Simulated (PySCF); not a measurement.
# C3H9ClSi2: a tour of settings, part 2 of 2

PySCF 2.14.0. Atoms count from 0. Earlier steps stand in the parts before.

**4. J couplings: WP04/cc-pVDZ**

Job settings and geometry (Å):

```
{"job": {"kind": "j", "xc": "WP04", "basis": "cc-pVDZ"}, "charge": 0, "multiplicity": 1}
Si     2.884721     0.301417    -0.428449
C      1.006154     0.225416    -0.313460
C      0.279488    -0.890983    -0.264719
Si    -1.591605    -1.005943    -0.110864
C     -2.380011     0.733746    -0.238957
Cl    -1.933902     1.716436     1.185451
H      3.413308    -1.040980    -0.676896
H      3.251880     1.195797    -1.529885
H      3.417473     0.828122     0.830402
H      0.487684     1.176157    -0.264020
H      0.804216    -1.840010    -0.307531
H     -1.978596    -1.581917     1.179622
H     -2.150884    -1.790518    -1.220453
H     -3.466478     0.694281    -0.253361
H     -2.047860     1.286965    -1.114446
```

With the program's defaults for keys left out, this is: WP04/cc-pVDZ indirect spin-spin coupling, non-relativistic, gas phase.

Log:

```text
coarse grid: 13712 points
cycle   1  E = -1172.6351913213  dE =  2.099e-01  |g| = 5.230e-01  |ddm| = 7.917e+00
cycle   2  E = -1172.5971750721  dE =  3.802e-02  |g| = 6.301e-01  |ddm| = 2.645e+00
cycle   3  E = -1172.7142780369  dE = -1.171e-01  |g| = 7.511e-02  |ddm| = 1.340e+00
cycle   4  E = -1172.7158187605  dE = -1.541e-03  |g| = 3.227e-02  |ddm| = 2.041e-01
cycle   5  E = -1172.7160088541  dE = -1.901e-04  |g| = 1.943e-02  |ddm| = 7.343e-02
cycle   6  E = -1172.7161116557  dE = -1.028e-04  |g| = 2.959e-03  |ddm| = 3.260e-02
cycle   7  E = -1172.7161144756  dE = -2.820e-06  |g| = 5.604e-04  |ddm| = 7.777e-03
final grid: 117576 points
cycle   8  E = -1172.7435904970  dE = -2.395e-05  |g| = 6.424e-03  |ddm| = 6.193e-02
cycle   9  E = -1172.7435797909  dE =  1.071e-05  |g| = 8.908e-03  |ddm| = 3.010e-02
cycle  10  E = -1172.7436022252  dE = -2.243e-05  |g| = 8.872e-04  |ddm| = 1.703e-02
cycle  11  E = -1172.7436024359  dE = -2.107e-07  |g| = 3.246e-04  |ddm| = 2.119e-03
cycle  12  E = -1172.7436024636  dE = -2.773e-08  |g| = 9.233e-05  |ddm| = 6.224e-04
cycle  13  E = -1172.7436024654  dE = -1.818e-09  |g| = 4.584e-05  |ddm| = 2.000e-04
cycle  14  E = -1172.7436024660  dE = -5.991e-10  |g| = 6.056e-06  |ddm| = 8.522e-05
converged SCF energy = -1172.7436024660

Indirect spin-spin couplings (Hz)
  i      j    bonds     total        FC       PSO       DSO        SD
  0 Si   1 C    1    -72.942   -73.220     1.538    -0.086    -1.174
  0 Si   2 C    2      2.435     2.599    -0.085     0.018    -0.097
  0 Si   3 Si   3     11.289    11.118     0.073    -0.022     0.121
  0 Si   4 C    4      0.211     0.214    -0.013     0.017    -0.008
  0 Si   6 H    1   -199.982  -200.256     0.773    -0.163    -0.337
  0 Si   7 H    1   -198.715  -199.038     0.796    -0.152    -0.321
  0 Si   8 H    1   -202.770  -203.103     0.816    -0.154    -0.329
  0 Si   9 H    2     -6.432    -6.669     0.145     0.140    -0.047
  0 Si  10 H    3     -9.663    -9.655     0.003    -0.031     0.019
  0 Si  11 H    4      0.442     0.397    -0.064     0.120    -0.011
  0 Si  12 H    4      0.207     0.158    -0.066     0.126    -0.012
  1 C    2 C    1     70.996    80.762    -9.969     0.203         -
  1 C    3 Si   2      3.132     3.463    -0.208     0.008    -0.130
  1 C    4 C    3      0.696     0.699    -0.038     0.035         -
  1 C    6 H    2      1.007     1.307    -0.119    -0.181         -
  1 C    7 H    2      0.795     0.985    -0.048    -0.141         -
  1 C    8 H    2      0.015     0.178    -0.020    -0.143         -
  1 C    9 H    1    153.502   152.766    -0.243     0.979         -
  1 C   10 H    2     -6.406    -4.443    -1.642    -0.321         -
  1 C   11 H    3      3.952     4.112     0.081    -0.240         -
  1 C   12 H    3      3.828     4.009     0.095    -0.276         -
  1 C   13 H    4     -0.379    -0.241     0.122    -0.260         -
  2 C    3 Si   1    -77.332   -77.793     1.676    -0.106    -1.109
  2 C    4 C    2      0.941     0.986    -0.057     0.012         -
  2 C    6 H    3      1.770     1.838    -0.124     0.056         -
  2 C    7 H    3      4.580     4.777     0.098    -0.294         -
  2 C    8 H    3      4.620     4.782     0.074    -0.236         -
  2 C    9 H    2     -6.116    -4.228    -1.619    -0.268         -
  2 C   10 H    1    152.477   151.592    -0.035     0.920         -
  2 C   11 H    2      2.294     2.464    -0.036    -0.134         -
  2 C   12 H    2      2.362     2.559    -0.058    -0.139         -
  2 C   13 H    3      3.518     3.745     0.119    -0.346         -
  2 C   14 H    3      0.231     0.244    -0.078     0.065         -
  3 Si   4 C    1    -61.524   -61.118     1.175    -0.108    -1.473
  3 Si   6 H    4      0.415     0.444    -0.069     0.083    -0.043
  3 Si   8 H    4      0.602     0.561    -0.059     0.111    -0.012
  3 Si   9 H    3     -9.031    -8.988     0.007    -0.073     0.023
  3 Si  10 H    2     -7.380    -7.564     0.119     0.111    -0.046
  3 Si  11 H    1   -216.367  -216.681     0.935    -0.282    -0.339
  3 Si  12 H    1   -196.407  -196.734     0.882    -0.263    -0.293
  3 Si  13 H    2      2.772     2.688     0.111     0.077    -0.105
  3 Si  14 H    2      3.374     3.361     0.063     0.069    -0.119
  4 C    9 H    4      0.195    -0.040    -0.182     0.417         -
  4 C   10 H    3      3.276     3.457     0.148    -0.328         -
  4 C   11 H    2      1.464     1.606    -0.047    -0.096         -
  4 C   12 H    2      7.718     7.755     0.031    -0.068         -
  4 C   13 H    1    149.494   148.545     0.014     0.935         -
  4 C   14 H    1    147.903   146.951    -0.010     0.962         -
  6 H    7 H    2      1.081     2.718     0.568    -2.205         -
  6 H    8 H    2      1.063     2.707     0.571    -2.214         -
  6 H    9 H    3      4.513     5.785     0.919    -2.191         -
  6 H   10 H    4      0.641    -0.160    -0.693     1.494         -
  6 H   11 H    5     -0.246    -0.033     0.226    -0.439         -
  6 H   12 H    5     -0.163    -0.010     0.193    -0.346         -
  6 H   13 H    6     -0.338     0.030     0.407    -0.775         -
  6 H   14 H    6     -0.243     0.001     0.213    -0.457         -
  7 H    8 H    2     -0.871     0.734     0.592    -2.197         -
  7 H    9 H    3      0.565     0.555     0.191    -0.182         -
  7 H   10 H    4     -1.594    -0.858     0.405    -1.141         -
  7 H   11 H    5     -0.260     0.247     0.336    -0.842         -
  7 H   12 H    5      0.842     1.139     0.228    -0.525         -
  7 H   13 H    6     -0.256     0.017     0.363    -0.636         -
  8 H    9 H    3      0.420     0.596     0.311    -0.488         -
  8 H   10 H    4     -1.989    -1.470     0.291    -0.809         -
  8 H   11 H    5      1.483     1.684     0.178    -0.378         -
  8 H   13 H    6     -0.384    -0.031     0.398    -0.751         -
  8 H   14 H    6     -0.203    -0.012     0.177    -0.369         -
  9 H   10 H    3     16.127    17.460     1.568    -2.901         -
  9 H   11 H    4     -1.839    -1.301     0.311    -0.849         -
  9 H   12 H    4     -1.592    -0.949     0.381    -1.024         -
  9 H   13 H    5     -0.252     0.050     0.556    -0.858         -
  9 H   14 H    5      0.966    -0.070    -1.211     2.248         -
 10 H   11 H    3      0.119     0.336     0.309    -0.526         -
 10 H   12 H    3      0.245     0.363     0.234    -0.353         -
 10 H   14 H    4     -0.762    -0.324     0.678    -1.115         -
 11 H   12 H    2      2.307     3.850     0.480    -2.023         -
 11 H   13 H    3      0.066     0.149     0.253    -0.336         -
 11 H   14 H    3      4.117     5.393     0.949    -2.225         -
 12 H   13 H    3      0.393     0.301     0.148    -0.057         -
 12 H   14 H    3     -0.236    -0.158     0.252    -0.331         -
 13 H   14 H    2    -13.032   -13.144     2.027    -1.915         -
```

It took 29 s on 1 thread of Arm Neoverse V2, shared host; peak memory 0.82 GiB.

This basis has no tight s functions, so the Fermi-contact terms are rough.

Beyond four bonds or across contacts, the largest of 1 Hz or more: H8–H11 1.5 Hz.

A choice of the couplings up to four bonds, sorted by the number of bonds, with means over like pairs; isotopes 13C, 1H, 29Si:

```tsv
pair	bonds	J (Hz)	Fermi contact (Hz)	dihedral (°)
Si3–H11	1	-206.4	-206.7	–
Si0–H6	1	-200.5	-200.8	–
C1–H9	1	153.5	152.8	–
C2–H10	1	152.5	151.6	–
C4–H13	1	148.7	147.7	–
C2–Si3	1	-77.3	-77.8	–
Si0–C1	1	-72.9	-73.2	–
C1–C2	1	71.0	80.8	–
Si3–C4	1	-61.5	-61.1	–
H13–H14	2	-13.0	-13.1	–
Si3–H10	2	-7.4	-7.6	–
Si0–H9	2	-6.4	-6.7	–
C1–H10	2	-6.4	-4.4	–
C2–H9	2	-6.1	-4.2	–
C4–H11	2	4.6	4.7	–
C1–Si3	2	3.1	3.5	–
Si3–H13	2	3.1	3.0	–
Si0–C2	2	2.4	2.6	–
H9–H10	3	16.1	17.5	-180
Si0–Si3	3	11.3	11.1	179
Si0–H10	3	-9.7	-9.7	-1
Si3–H9	3	-9.0	-9.0	0
C1–H11	3	3.9	4.1	-113
C2–H6	3	3.7	3.8	–
C4–H10	3	3.3	3.5	-174
H11–H14	3	2.3	2.8	–
C2–H13	3	1.9	2.0	–
H9–H11	4	-1.7	-1.1	–
```

Means hide unlike values in this fixed geometry: C4–H11 from 1.5 to 7.7 Hz. They hold only if the pairs exchange fast.

The spin-dipole term was solved for some atoms only; pairs without it lack that part.

The response was solved for the nuclei of C, H, Si alone, so couplings that need other nuclei can be missing.

Quadrupole couplings from the field gradients of the same density:

```tsv
atom	isotope	eQq/h (MHz)	η
Cl5	35Cl	-70.1	0.01
```

Shifts (PBE0/pcSseg-1, unscaled) and these couplings together give the proton spectrum at 500 MHz below. Couplings to quadrupolar nuclei are left out.

1H NMR δ 7.42 (d of sext, J = 16.1, 1.8 Hz, 1H), 6.94 (dq, J = 16.1, 1.0 Hz, 1H), 4.49 (q, J = 1.5 Hz, 2H), 4.22 (dd, J = 1.8, 1.0 Hz, 3H), 3.18 (t, J = 1.4 Hz, 2H). The letters are first-order; like nuclei with unlike couplings give more lines.

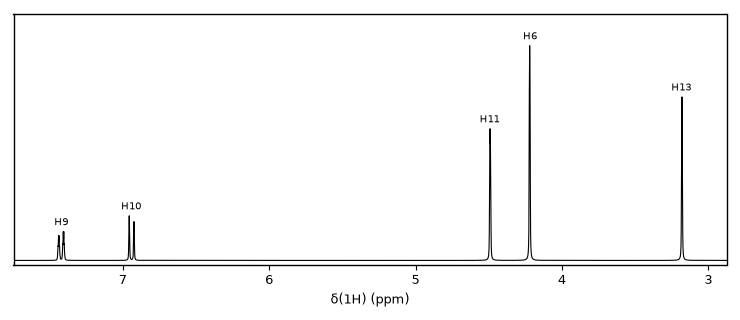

Simulated proton spectrum at 500 MHz, by exact diagonalisation of each spin system; lines 1.2 Hz wide, exchangeable protons uncoupled.

**5. Excited states and response: B97-D/pcSseg-1**

Settings changed since step 4:

```diff
@@ -1,2 +1,2 @@
-{"job": {"kind": "j", "xc": "WP04", "basis": "cc-pVDZ"}, "charge": 0, "multiplicity": 1}
+{"job": {"kind": "uv", "xc": "B97-D", "basis": "pcSseg-1", "nstates": 3, "ntriplets": 0, "tda": false, "scf": {"guess": "sap"}}, "charge": 0, "multiplicity": 1}
 Si     2.884721     0.301417    -0.428449
```

Level: TDDFT B97-D/pcSseg-1, vertical, gas phase, core orbitals frozen in the response.

Log:

```text
final grid: 117576 points
cycle   1  E = -1093.9728786409  dE =  5.892e+01  |g| = 9.855e+00  |ddm| = 1.737e+01
cycle   2  E = -891.3469660204  dE =  2.026e+02  |g| = 2.255e+01  |ddm| = 2.728e+01
cycle   3  E = -1115.3319091638  dE = -2.240e+02  |g| = 9.136e+00  |ddm| = 1.880e+01
cycle   4  E = -1136.0740978570  dE = -2.074e+01  |g| = 7.527e+00  |ddm| = 1.800e+01
cycle   5  E = -1139.0436368583  dE = -2.970e+00  |g| = 5.114e+00  |ddm| = 2.454e+01
cycle   6  E = -1138.1593951851  dE =  8.842e-01  |g| = 6.355e+00  |ddm| = 2.534e+01
cycle   7  E = -1152.1344931923  dE = -1.398e+01  |g| = 2.946e+00  |ddm| = 1.904e+01
cycle   8  E = -1146.6746935449  dE =  5.460e+00  |g| = 3.743e+00  |ddm| = 2.006e+01
cycle   9  E = -1158.4826537971  dE = -1.181e+01  |g| = 9.487e-01  |ddm| = 1.564e+01
cycle  10  E = -1158.6107491403  dE = -1.281e-01  |g| = 6.864e-01  |ddm| = 1.462e+00
cycle  11  E = -1158.7387766873  dE = -1.280e-01  |g| = 1.655e-01  |ddm| = 6.504e-01
cycle  12  E = -1158.7485738176  dE = -9.797e-03  |g| = 1.283e-01  |ddm| = 3.573e-01
cycle  13  E = -1158.7512297746  dE = -2.656e-03  |g| = 9.080e-02  |ddm| = 1.937e-01
cycle  14  E = -1158.7527386509  dE = -1.509e-03  |g| = 5.693e-02  |ddm| = 1.132e-01
cycle  15  E = -1158.7536934778  dE = -9.548e-04  |g| = 8.262e-03  |ddm| = 5.961e-02
cycle  16  E = -1158.7537178545  dE = -2.438e-05  |g| = 2.070e-03  |ddm| = 1.655e-02
cycle  17  E = -1158.7537190186  dE = -1.164e-06  |g| = 4.191e-04  |ddm| = 2.985e-03
cycle  18  E = -1158.7537190640  dE = -4.535e-08  |g| = 8.852e-05  |ddm| = 6.617e-04
cycle  19  E = -1158.7537190660  dE = -1.999e-09  |g| = 3.953e-05  |ddm| = 1.676e-04
cycle  20  E = -1158.7537190663  dE = -3.481e-10  |g| = 1.496e-05  |ddm| = 5.588e-05
converged SCF energy = -1158.7537190663

Static polarisability (au): isotropic 94.759, principal 73.895 91.924 118.457

Singlet excitations
state   eV       nm        f      main configurations
  1   4.9790    249.0   0.00155   H->L 0.90, H-1->L 0.10
  2   5.3408    232.1   0.00142   H-2->L 0.65, H-1->L 0.27
  3   5.8326    212.6   0.00087   H-3->L 0.88, H-2->L 0.10
```

Run time: 32 s. Hardware: 1 thread of Arm Neoverse V2, shared host; peak memory 0.59 GiB.

In short: HOMO -6.62 eV, LUMO -1.70 eV; lowest singlet 4.98 eV.

**6. TDDFT and polarisability: B97-D/def2-TZVP**

Settings changed since step 5:

```diff
@@ -1,2 +1,2 @@
-{"job": {"kind": "uv", "xc": "B97-D", "basis": "pcSseg-1", "nstates": 3, "ntriplets": 0, "tda": false, "scf": {"guess": "sap"}}, "charge": 0, "multiplicity": 1}
+{"job": {"kind": "uv", "xc": "B97-D", "basis": "def2-TZVP", "nstates": 3, "ntriplets": 2, "tda": true}, "charge": 0, "multiplicity": 1}
 Si     2.884721     0.301417    -0.428449
```

With the program's defaults for keys left out, this is: TDA B97-D/def2-TZVP, vertical, gas phase, core orbitals frozen in the response.

Log:

```text
coarse grid: 13712 points
cycle   1  E = -1158.8497070615  dE =  1.478e-01  |g| = 4.922e-01  |ddm| = 2.905e+00
cycle   2  E = -1158.7698986951  dE =  7.981e-02  |g| = 7.267e-01  |ddm| = 1.140e+00
cycle   3  E = -1158.9131285205  dE = -1.432e-01  |g| = 1.004e-01  |ddm| = 7.623e-01
cycle   4  E = -1158.9157747656  dE = -2.646e-03  |g| = 4.918e-02  |ddm| = 1.347e-01
cycle   5  E = -1158.9161897815  dE = -4.150e-04  |g| = 2.854e-02  |ddm| = 5.102e-02
cycle   6  E = -1158.9164114334  dE = -2.217e-04  |g| = 5.259e-03  |ddm| = 2.123e-02
cycle   7  E = -1158.9164190404  dE = -7.607e-06  |g| = 1.412e-03  |ddm| = 6.103e-03
final grid: 117576 points
cycle   8  E = -1158.8824933968  dE = -6.977e-05  |g| = 1.549e-02  |ddm| = 6.800e-02
cycle   9  E = -1158.8823928215  dE =  1.006e-04  |g| = 2.431e-02  |ddm| = 3.025e-02
cycle  10  E = -1158.8825353077  dE = -1.425e-04  |g| = 3.820e-03  |ddm| = 2.076e-02
cycle  11  E = -1158.8825388165  dE = -3.509e-06  |g| = 1.237e-03  |ddm| = 3.157e-03
cycle  12  E = -1158.8825391768  dE = -3.603e-07  |g| = 4.962e-04  |ddm| = 1.114e-03
cycle  13  E = -1158.8825392423  dE = -6.558e-08  |g| = 8.225e-05  |ddm| = 3.799e-04
cycle  14  E = -1158.8825392441  dE = -1.709e-09  |g| = 3.201e-05  |ddm| = 8.663e-05
cycle  15  E = -1158.8825392443  dE = -2.624e-10  |g| = 7.460e-06  |ddm| = 3.184e-05
converged SCF energy = -1158.8825392443

Static polarisability (au): isotropic 103.501, principal 81.039 100.446 129.017

Singlet excitations
state   eV       nm        f      main configurations
  1   4.8812    254.0   0.00134   H->L 0.90, H-1->L 0.09
  2   5.2667    235.4   0.00084   H-2->L 0.61, H-1->L 0.27, H-3->L 0.10
  3   5.7287    216.4   0.00042   H-3->L 0.84, H-2->L 0.14

Triplet excitations (Tamm-Dancoff, eV): 4.1293 4.7622
```

It took 43 s on 1 thread of Arm Neoverse V2, shared host; peak memory 0.83 GiB.

In short: HOMO -6.59 eV, LUMO -1.76 eV; lowest singlet 4.88 eV.

**7. Comparing the runs: electronic excitations**

Excitations and ground-state properties, with basis size and wall time:

```tsv
run	lowest singlet (eV)	brightest (eV)	f	gap (eV)	α (Å³)	μ (D)	functions	time
PBE0/def2-SVPD	5.71	6.58	0.261	7.02	15.74	1.63	207	36 s
B97-D/pcSseg-1	4.98	4.98	0.002	4.93	14.04	1.63	168	32 s
B97-D/def2-TZVP	4.88	4.88	0.001	4.83	15.34	1.50	258	43 s
```

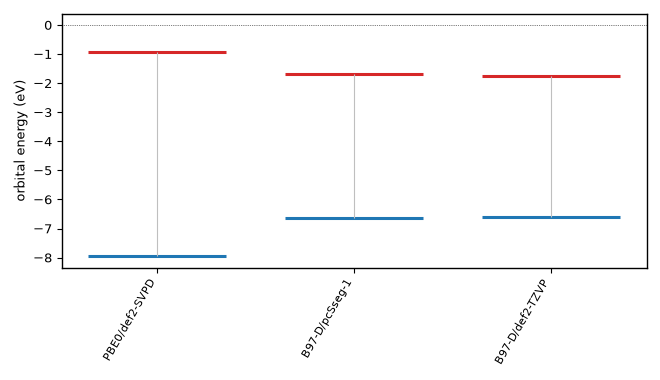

HOMO (blue) and LUMO (red) run by run.

**8. What came out**

This closing draws on all 2 parts.

| quantity | value |
| --- | --- |
| 13C shifts against TMS (PBE0/pcSseg-1) | 156.6, 151.1, 29.4 ppm |
| 1H shifts against TMS (PBE0/pcSseg-1, means over atoms taken as alike) | 7.42, 6.94, 4.49, 4.22, 3.18 ppm |
| 29Si shifts against TMS (PBE0/pcSseg-1) | -49.8, -70.7 ppm |
| 35Cl shifts against HCl (PBE0/pcSseg-1) | 32 ppm |
| potential on the surface of density 0.002 e/bohr³, 1st and 99th percentile | -0.71 V and 1.15 V |
| lowest singlet (PBE0/def2-SVPD) | 5.71 eV (217 nm), f = 0.001 |
| brightest single state of those computed | state 3, 6.58 eV, f = 0.261 |
| lowest triplet | 4.07 eV |
| largest coupling of the table (WP04/cc-pVDZ) | 1J(Si,H) Si3–H11, -206.4 Hz (mean over like pairs) |
| range of the lowest singlet | 4.88 to 5.71 eV |

**Reading.** Single values in the summary come from the first sound run of each kind (PBE0/pcSseg-1; PBE0/def2-SVPD; WP04/cc-pVDZ), which need not be the best level. At PBE0/pcSseg-1, counted by nearest atom on the grid, the HOMO lies on Cl5 37 %; C1, C2 about 15 % each, the LUMO on C1, C2 about 30 % each; H9, H10 about 6 % each. The first singlet state (HOMO→LUMO 0.44, HOMO−2→LUMO 0.32) lies at 5.71 eV and is weak; of the 6 states computed, the strongest absorption comes from state 3 at 6.58 eV. The lowest triplet lies 1.64 eV below the lowest singlet (triplets in Tamm-Dancoff, singlets in full TDDFT). Of the pairs tabulated at WP04/cc-pVDZ, Si3–H11 (mean over like pairs) couples most strongly (-206.4 Hz; Fermi contact -206.7 Hz). Couplings across rotatable bonds belong to this one conformer; where others are populated, the observed values are averages, and the simulated multiplets take (2 J gauche + J anti)/3 across rotating chain bonds. The lowest singlet runs from 4.88 eV (B97-D/def2-TZVP) to 5.71 eV (PBE0/def2-SVPD), while the orbital gap spans 4.83 to 7.02 eV. Some runs use the Tamm-Dancoff approximation and others full TDDFT, which shifts states apart from functional and basis. The lowest state need not be the same one in every run. The runs solved for a few states only, so the brightest column depends on that window. Couplings from bases without tight functions are rough.
